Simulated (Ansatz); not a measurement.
CH5Al: geometry relaxation

System: CH5Al.
Method: RKS PBE0-D4/6-31G* (Ansatz 0.2.0).

The input holds or restrains some coordinates. It belongs to a series of runs on one base structure; here: pulled along the bonds that form and break, towards end B. Figures and captions count atoms from 1; the log counts them from 0 in places.

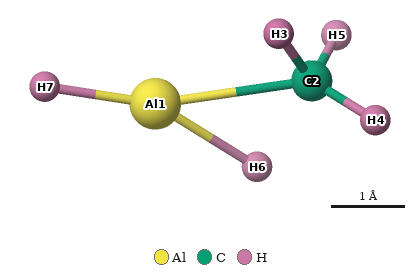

*The structure as given in the input (ball-and-stick view, seen at a tilt; atoms are numbered from 1 in the order of the input). Sticks mark near contacts.*

## Results in brief

| quantity | value |
| --- | --- |
| outcome | converged under the restraints of the input |
| total energy | −7708.9705 eV |
| mean-field energy | −7708.8910 eV |
| largest force (length of the vector) at the end, held atoms and coordinates included | 0.232 eV/Å |
| hardware | 1 thread of Intel Xeon (Sapphire Rapids), 64 GiB of memory available, shared host |
| wall time | 14 s |
| peak memory | 0.11 GiB |

## Input
```yaml
crystal:
  periodic: [false, false, false]
  atoms:
    - { symbol: Al, position_ang: [0.0, 0.0, 0.0] }
    - { symbol: C, position_ang: [1.4047, 0.0, 1.654] }
    - { symbol: H, position_ang: [0.4051, -0.3092, 2.0245] }
    - { symbol: H, position_ang: [2.1723, -0.7111, 2.0245] }
    - { symbol: H, position_ang: [1.6368, 1.0203, 2.0245] }
    - { symbol: H, position_ang: [1.7519, 0.0, 0.1685] }
    - { symbol: H, position_ang: [-1.351, 0.0, -0.78] }
basis:
  gaussian: { orbitals: "6-31G*" }
hamiltonian:
  xc: pbe0
  dispersion: d4
relax:
  f_tol: 0.15
  max_steps: 25
  restrain:
    - { distance: [1, 5], at: 1.11, k: 30.0 }
    - { distance: [0, 1], at: 3.17, k: 30.0 }
    - { distance: [0, 5], at: 2.76, k: 30.0 }
```

Command:
```bash
ansatz run input.yaml --threads 1 --pin off --max-ram 2048MiB --backend cpu --events-out ev --progress --plain --runs-dir out
```

## Output
```
The last accepted step is kept in [file] (removed where the run ends without a failure and the disk answers)
Engine: ansatz 0.2.0, x86_64-unknown-linux-gnu
Functional definition: PBE0
  parameter a = 0.25
  parameter kappa = 0.804
  parameter beta = 0.06672455060314922
  exchange = (1 - a)*pbe_x(kappa = kappa, mu = beta*pi^2/3) + a*exact_x
  correlation = pbe_c(beta = beta)
502 factors; integrals over basis functions are off by at most 7.0e-4 eV
mean field evaluation 1: about -7699.3536 eV, gradient 4.4e1 eV
mean field evaluation 2: about -7686.5218 eV, gradient 6.9e1 eV
mean field evaluation 4: about -7704.3349 eV, gradient 5.6e0 eV
mean field evaluation 8: about -7704.4993 eV, gradient 2.4e-1 eV
mean field evaluation 16: about -7704.5099 eV, gradient 1.1e-2 eV
mean field evaluation 32: about -7704.4721 eV, gradient 1.2e0 eV
mean field -7704.50989956 eV, -283.1355165045 hartree, gradient 2.3e-5 eV, S^2 0.000000; 4 other end points of the search recorded, 0 dependent functions left out
the calculation of the forces begins
reference -7704.50992832 eV, -283.1355175615 hartree; 12, 12 occupied and 32, 32 virtual orbitals, 502 factors
relax step   1: F+E_penalty+E_count = -7704.57392035 eV  Δ(F+E_penalty+E_count) = +0.000e0 eV  max|allowed force component| = 3.730e0 eV/Å  E_restraint = 32.59051898 eV  max|allowed force component, restraints' pulls added| = 4.555e1 eV/Å  Δτ_max = 0.0000 Å  (95 SCF iters, accepted)
  distance C 1 - H 5 = 1.5255 Å
  distance Al 0 - C 1 = 2.1700 Å
  distance Al 0 - H 5 = 1.7600 Å
these checks for a lower state are left out or cut short: starts, cluster_reference, orbital_swaps, neighbouring_geometries, increment
502 factors; integrals over basis functions are off by at most 7.2e-4 eV
mean field -7704.37091462 eV, -283.1304089022 hartree, gradient 2.2e-5 eV, S^2 0.000000; 0 other end points of the search recorded, 0 dependent functions left out
[... from here on the field's lines of each further geometry are left out, up to the last ...]
relax step   2: F+E_penalty+E_count = -7704.44789568 eV  Δ(F+E_penalty+E_count) = +1.260e-1 eV  max|allowed force component| = 5.339e0 eV/Å  E_restraint = 18.25630633 eV  max|allowed force component, restraints' pulls added| = 3.293e1 eV/Å  Δτ_max = 0.1950 Å  (41 SCF iters, accepted)
relax step   3: F+E_penalty+E_count = -7704.75706503 eV  Δ(F+E_penalty+E_count) = -3.092e-1 eV  max|allowed force component| = 9.249e0 eV/Å  E_restraint = 7.12704271 eV  max|allowed force component, restraints' pulls added| = 1.536e1 eV/Å  Δτ_max = 0.1948 Å  (28 SCF iters, accepted)
relax step   4: F+E_penalty+E_count = -7706.09924571 eV  Δ(F+E_penalty+E_count) = -1.342e0 eV  max|allowed force component| = 8.592e0 eV/Å  E_restraint = 1.23039749 eV  max|allowed force component, restraints' pulls added| = 8.592e0 eV/Å  Δτ_max = 0.1950 Å  (25 SCF iters, accepted)
relax step   5: F+E_penalty+E_count = -7707.62124063 eV  Δ(F+E_penalty+E_count) = -1.522e0 eV  max|allowed force component| = 4.666e0 eV/Å  E_restraint = 0.12168056 eV  max|allowed force component, restraints' pulls added| = 4.666e0 eV/Å  Δτ_max = 0.1949 Å  (26 SCF iters, accepted)
relax step   6: F+E_penalty+E_count = -7708.56699822 eV  Δ(F+E_penalty+E_count) = -9.458e-1 eV  max|allowed force component| = 1.339e0 eV/Å  E_restraint = 0.03910186 eV  max|allowed force component, restraints' pulls added| = 2.572e0 eV/Å  Δτ_max = 0.1961 Å  (25 SCF iters, accepted)
relax step   7: F+E_penalty+E_count = -7708.73699029 eV  Δ(F+E_penalty+E_count) = -1.700e-1 eV  max|allowed force component| = 6.266e-1 eV/Å  E_restraint = 0.03746046 eV  max|allowed force component, restraints' pulls added| = 1.335e0 eV/Å  Δτ_max = 0.2000 Å  (24 SCF iters, accepted)
relax step   8: F+E_penalty+E_count = -7708.80583549 eV  Δ(F+E_penalty+E_count) = -6.885e-2 eV  max|allowed force component| = 4.883e-1 eV/Å  E_restraint = 0.03462257 eV  max|allowed force component, restraints' pulls added| = 8.958e-1 eV/Å  Δτ_max = 0.2000 Å  (25 SCF iters, accepted)
relax step   9: F+E_penalty+E_count = -7708.84548894 eV  Δ(F+E_penalty+E_count) = -3.965e-2 eV  max|allowed force component| = 4.538e-1 eV/Å  E_restraint = 0.00990278 eV  max|allowed force component, restraints' pulls added| = 4.434e-1 eV/Å  Δτ_max = 0.1948 Å  (24 SCF iters, accepted)
relax step  10: F+E_penalty+E_count = -7708.89522324 eV  Δ(F+E_penalty+E_count) = -4.973e-2 eV  max|allowed force component| = 3.216e-1 eV/Å  E_restraint = 0.00592179 eV  max|allowed force component, restraints' pulls added| = 3.489e-1 eV/Å  Δτ_max = 0.2000 Å  (24 SCF iters, accepted)
relax step  11: F+E_penalty+E_count = -7708.93363567 eV  Δ(F+E_penalty+E_count) = -3.841e-2 eV  max|allowed force component| = 2.513e-1 eV/Å  E_restraint = 0.00313166 eV  max|allowed force component, restraints' pulls added| = 2.342e-1 eV/Å  Δτ_max = 0.2000 Å  (23 SCF iters, accepted)
relax step  12: F+E_penalty+E_count = -7708.95901614 eV  Δ(F+E_penalty+E_count) = -2.538e-2 eV  max|allowed force component| = 2.360e-1 eV/Å  E_restraint = 0.00180083 eV  max|allowed force component, restraints' pulls added| = 1.244e-1 eV/Å  Δτ_max = 0.2000 Å  (24 SCF iters, accepted)
relax step  13: F+E_penalty+E_count = -7708.96676010 eV  Δ(F+E_penalty+E_count) = -7.744e-3 eV  max|allowed force component| = 2.156e-1 eV/Å  E_restraint = 0.00123833 eV  max|allowed force component, restraints' pulls added| = 2.168e-1 eV/Å  Δτ_max = 0.1943 Å  (24 SCF iters, accepted)
the calculation of the forces begins
reference -7708.89099438 eV, -283.2965187696 hartree; 12, 12 occupied and 32, 32 virtual orbitals, 503 factors
relax step  14: F+E_penalty+E_count = -7708.97049011 eV  Δ(F+E_penalty+E_count) = -3.730e-3 eV  max|allowed force component| = 2.169e-1 eV/Å  E_restraint = 0.00099222 eV  max|allowed force component, restraints' pulls added| = 2.367e-2 eV/Å  Δτ_max = 0.0653 Å  (22 SCF iters, accepted)
  distance C 1 - H 5 = 1.1022 Å
  distance Al 0 - C 1 = 3.1722 Å
  distance Al 0 - H 5 = 2.7611 Å
503 factors; integrals over basis functions are off by at most 5.4e-4 eV
mean field evaluation 128: about -7705.9739 eV, gradient 3.5e1 eV
```

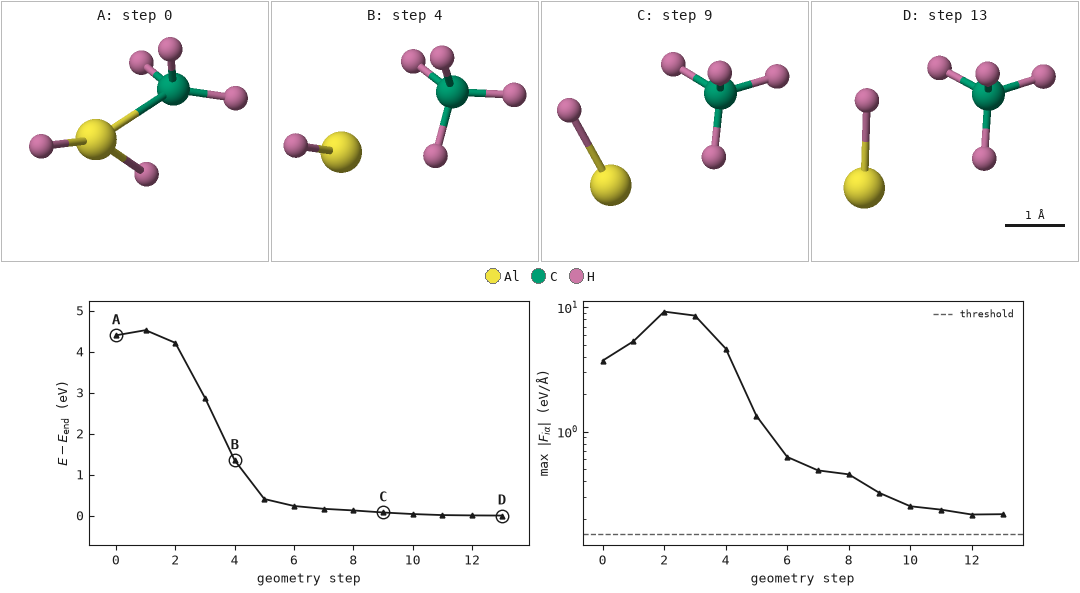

*Frames of the restrained relaxation (ball-and-stick view, seen at a tilt) above the curves, on which the letters mark them (the first geometry is step 0 here and step 1 in the log).*

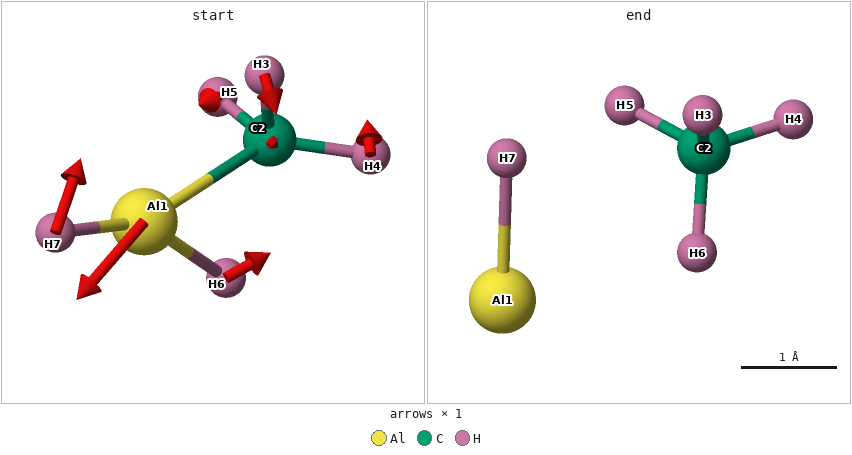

*Before (left) and after (right) the restrained relaxation, at one scale (ball-and-stick view, seen at a tilt). The red arrows give the displacements, at true length.*

Al1 moves most after the best rigid fit: 1.11 Å. By element the largest moves are Al 1.11 Å, H 0.87 Å, C 0.12 Å. Among the contacts that change: Al1–C2 2.170 → 3.172 Å, Al1–H6 1.760 → 2.761 Å, C2–H6 1.526 → 1.102 Å, Al1–H7 1.560 → 1.675 Å. New bonds form: C2–H6 (1.53 → 1.10 Å). Bonds break: Al1–C2 (2.17 → 3.17 Å), Al1–H6 (1.76 → 2.76 Å). After 13 geometry steps the energy has fallen by 4.397 eV. The largest force component goes from 3.7 to 0.22 eV/Å. (Atoms are counted from 1 in the order of the input.)

```
mean field -7708.89096901 eV, -283.2965178372 hartree, gradient 5.8e-5 eV, S^2 0.000000; 1 other end points of the search recorded, 0 dependent functions left out
the calculation of the forces begins
reference -7708.89099438 eV, -283.2965187696 hartree; 12, 12 occupied and 32, 32 virtual orbitals, 503 factors
Total energy: -7708.97051548 eV, -283.2994411159 hartree
Atom 0 at    -0.137897     0.140512    -1.088746 Å, force    -0.075593     0.017679    -0.077920 eV/Å
Atom 1 at     1.495723    -0.041048     1.624397 Å, force     0.113984    -0.063646    -0.125374 eV/Å
Atom 2 at     0.526502    -0.540669     1.707424 Å, force     0.006457     0.003475     0.007711 eV/Å
Atom 3 at     2.156184    -0.408293     2.414035 Å, force     0.003363     0.001529     0.004699 eV/Å
Atom 4 at     1.357918     1.037574     1.739232 Å, force     0.009554    -0.000247    -0.014657 eV/Å
Atom 5 at     1.968512    -0.254972     0.651957 Å, force    -0.067476     0.047038     0.216930 eV/Å
Atom 6 at    -1.347141     0.066896     0.067701 Å, force     0.009711    -0.005827    -0.011389 eV/Å
Dipole moment:     0.037698    -0.012989     0.160102 e Å
```

## Trajectory as extended XYZ (Å, eV, eV/Å), 14 frames, from step=1 to step=14
```
7
Properties=species:S:1:pos:R:3:forces:R:3 step=1 energy=-7704.57392
Al    0.0000    0.0000    0.0000    3.7303  -0.3904  -2.0960
C     1.4047    0.0000    1.6540   -0.8566   1.0703   1.9623
H     0.4051   -0.3092    2.0245    0.3880  -0.2011   1.3355
H     2.1723   -0.7111    2.0245   -0.5937   0.1374  -0.9089
H     1.6368    1.0203    2.0245   -0.4074  -0.5076   0.1114
H     1.7519    0.0000    0.1685   -1.3948  -0.3706  -1.3759
H    -1.3510    0.0000   -0.7800   -0.8658   0.2620   0.9716
7
Properties=species:S:1:pos:R:3:forces:R:3 step=2 energy=-7704.44790
Al   -0.1623   -0.0025   -0.1080    3.3006   0.1708  -0.6915
C     1.4709    0.0049    1.6867    1.7500   0.0664  -2.0419
H     0.4173   -0.3079    2.0284    1.1210   0.1228  -1.2826
H     2.1784   -0.7164    2.0244    0.7869  -0.6783   1.2905
H     1.6384    1.0226    2.0286    0.2591   0.3234   0.2295
H     1.8500   -0.0022    0.2395   -1.8789   0.0532   4.4642
H    -1.3729    0.0016   -0.7837   -5.3386  -0.0583  -1.9681
7
Properties=species:S:1:pos:R:3:forces:R:3 step=3 energy=-7704.75706
Al   -0.3253    0.0009   -0.2145    7.3566   0.2973   2.4572
C     1.5794    0.0030    1.6867   -2.1027   0.7590  -3.4673
H     0.4361   -0.3039    2.0021    2.8160   0.4429  -1.5103
H     2.1945   -0.7271    2.0461    2.2250  -1.7646   2.0827
H     1.6452    1.0265    2.0293    0.7049   0.3564   0.3765
H     1.9248    0.0010    0.3795   -1.7506   0.0339   4.5202
H    -1.4349   -0.0005   -0.8133   -9.2492  -0.1248  -4.4590
7
Properties=species:S:1:pos:R:3:forces:R:3 step=4 energy=-7706.09925
Al   -0.4522    0.0092   -0.3434    7.5202   0.3005   2.5466
C     1.6605    0.0110    1.6919   -2.7573  -0.0065  -2.1420
H     0.5059   -0.2937    1.9817    2.8690   0.3960  -1.5023
H     2.2405   -0.7562    2.0849    1.6564  -0.9248   1.9249
H     1.6635    1.0338    2.0402    0.9678   0.3100   0.5694
H     2.0052   -0.0004    0.5572   -1.6638   0.0991   2.3863
H    -1.6036   -0.0036   -0.8966   -8.5923  -0.1744  -3.7829
7
Properties=species:S:1:pos:R:3:forces:R:3 step=5 energy=-7707.62124
Al   -0.4752    0.0186   -0.4679    3.9936   0.2242   0.6727
C     1.6917    0.0089    1.7305   -1.8293  -0.2497  -1.3128
H     0.5913   -0.2877    1.9441    1.7138   0.1421  -0.9827
H     2.2827   -0.7694    2.1471    1.0100  -0.1738   1.4559
H     1.7009    1.0391    2.0693    0.9078   0.1278   0.6125
H     2.0174   -0.0008    0.6490   -1.1295   0.0711   1.0595
H    -1.7891   -0.0087   -0.9561   -4.6665  -0.1417  -1.5050
7
Properties=species:S:1:pos:R:3:forces:R:3 step=6 energy=-7708.56700
Al   -0.4290    0.0393   -0.6574    0.9615   0.1219  -0.4618
C     1.6870    0.0013    1.7572    0.7043  -0.0395  -0.6251
H     0.6545   -0.3017    1.8871   -0.3162  -0.2497  -0.2361
H     2.3192   -0.7457    2.2432    0.1291   0.3745   0.5894
H     1.7547    1.0318    2.1183    0.4165  -0.1771   0.3173
H     2.0103   -0.0078    0.6975   -0.5560   0.0400   0.4887
H    -1.9771   -0.0172   -0.9298   -1.3393  -0.0703  -0.0724
7
Properties=species:S:1:pos:R:3:forces:R:3 step=7 energy=-7708.73699
Al   -0.3625   -0.0705   -0.7407   -0.1116  -0.0199  -0.5989
C     1.6775   -0.0111    1.7401    0.6266  -0.0097  -0.0627
H     0.6805   -0.4380    1.8428   -0.1196  -0.1747  -0.0868
H     2.3779   -0.6202    2.3309   -0.1423   0.3222   0.1556
H     1.6353    1.0329    2.0731    0.1957  -0.1445   0.1026
H     2.0234   -0.0428    0.6952   -0.2712  -0.0048   0.3421
H    -2.0124    0.1496   -0.8254   -0.1776   0.0315   0.1481
7
Properties=species:S:1:pos:R:3:forces:R:3 step=8 energy=-7708.80584
Al   -0.2921   -0.0945   -0.8333   -0.4195   0.0328  -0.4883
C     1.6562   -0.0185    1.7154    0.2379  -0.0707   0.2698
H     0.6727   -0.5032    1.7878    0.1280  -0.0325  -0.0106
H     2.3560   -0.5497    2.3830   -0.2287   0.2532  -0.0741
H     1.5480    1.0326    2.0158    0.1227  -0.1698  -0.0158
H     2.0381   -0.0788    0.6903   -0.0676   0.0165   0.1846
H    -1.9590    0.2121   -0.6430    0.2271  -0.0295   0.1344
7
Properties=species:S:1:pos:R:3:forces:R:3 step=9 energy=-7708.84549
Al   -0.2422   -0.1022   -0.8938   -0.4538   0.0552  -0.3669
C     1.6298   -0.0247    1.6889    0.0605  -0.1362   0.3483
H     0.6601   -0.5490    1.7465    0.2339   0.0727   0.0291
H     2.3197   -0.4942    2.4142   -0.2351   0.1662  -0.2633
H     1.4784    1.0282    1.9621    0.0587  -0.1396  -0.1044
H     2.0398   -0.1072    0.6741    0.0186   0.0370   0.2769
H    -1.8658    0.2490   -0.4760    0.3172  -0.0552   0.0803
7
Properties=species:S:1:pos:R:3:forces:R:3 step=10 energy=-7708.89522
Al   -0.2032   -0.0717   -0.9579   -0.3216   0.0420  -0.2719
C     1.5950   -0.0275    1.6702    0.0413  -0.1168   0.1728
H     0.6341   -0.5632    1.7230    0.1387   0.0867   0.0279
H     2.2720   -0.4685    2.4164   -0.1130   0.0757  -0.1511
H     1.4356    1.0301    1.9111    0.0101  -0.0950  -0.0873
H     2.0334   -0.1336    0.6689    0.0078   0.0473   0.2522
H    -1.7471    0.2344   -0.3156    0.2367  -0.0399   0.0573
7
Properties=species:S:1:pos:R:3:forces:R:3 step=11 energy=-7708.93364
Al   -0.1725   -0.0258   -1.0123   -0.2364   0.0358  -0.1771
C     1.5613   -0.0329    1.6523    0.0428  -0.0972   0.0352
H     0.6067   -0.5750    1.7058    0.0735   0.0763   0.0225
H     2.2296   -0.4417    2.4200   -0.0543   0.0413  -0.0993
H     1.3905    1.0303    1.8522   -0.0020  -0.0696  -0.0575
H     2.0224   -0.1654    0.6628   -0.0069   0.0446   0.2513
H    -1.6180    0.2105   -0.1648    0.1832  -0.0311   0.0249
7
Properties=species:S:1:pos:R:3:forces:R:3 step=12 energy=-7708.95902
Al   -0.1539    0.0096   -1.0588   -0.1696   0.0280  -0.0972
C     1.5267   -0.0327    1.6351    0.1058  -0.0307  -0.0443
H     0.5629   -0.5533    1.6799    0.0240   0.0504   0.0239
H     2.1814   -0.4427    2.4107   -0.0220  -0.0042  -0.0485
H     1.3767    1.0356    1.8228   -0.0212  -0.0645  -0.0564
H     2.0057   -0.1797    0.6547   -0.0413   0.0427   0.2360
H    -1.4797    0.1631   -0.0284    0.1244  -0.0218  -0.0135
7
Properties=species:S:1:pos:R:3:forces:R:3 step=13 energy=-7708.96676
Al   -0.1375    0.0763   -1.1005   -0.2011   0.0197   0.0576
C     1.4933   -0.0368    1.6204    0.1438  -0.0233  -0.0990
H     0.5251   -0.5424    1.6783    0.0091   0.0180  -0.0120
H     2.1447   -0.4291    2.4054    0.0172   0.0007   0.0036
H     1.3512    1.0375    1.7707   -0.0067  -0.0300  -0.0160
H     1.9817   -0.2135    0.6480   -0.0912   0.0242   0.2156
H    -1.3387    0.1081    0.0936    0.1288  -0.0093  -0.1499
7
Properties=species:S:1:pos:R:3:forces:R:3 step=14 energy=-7708.97049
Al   -0.1379    0.1405   -1.0887   -0.0756   0.0177  -0.0779
C     1.4957   -0.0410    1.6244    0.1140  -0.0636  -0.1254
H     0.5265   -0.5407    1.7074    0.0065   0.0035   0.0077
H     2.1562   -0.4083    2.4140    0.0034   0.0015   0.0047
H     1.3579    1.0376    1.7392    0.0096  -0.0002  -0.0147
H     1.9685   -0.2550    0.6520   -0.0675   0.0470   0.2169
H    -1.3471    0.0669    0.0677    0.0097  -0.0058  -0.0114
```
